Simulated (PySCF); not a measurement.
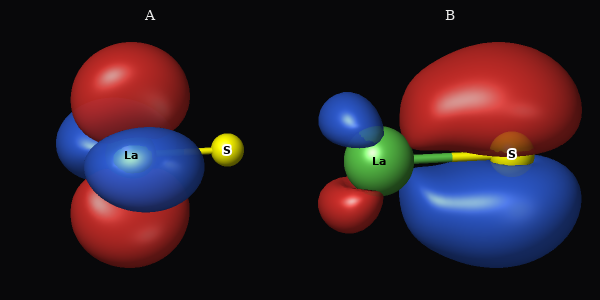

The picture shows: LaS (doublet). Two frontier β-spin orbitals, each drawn at the value that holds 80 % of its norm (red and blue are the two phases), in no order; of a degenerate pair one member is drawn.

All numbers below come from PBE0/x2c-TZVPall, spin-free X2C-1e, Gaussian nucleus, at a bond length of 2.360 Å (PySCF 2.14.0).

Name the orbitals and rank them from lowest to highest energy.

Answer. Orbital B: π, occupied in this spin, −6.58 eV; mainly on S (75 %).
Orbital A: δ, empty in this spin, −1.55 eV; almost wholly on La.
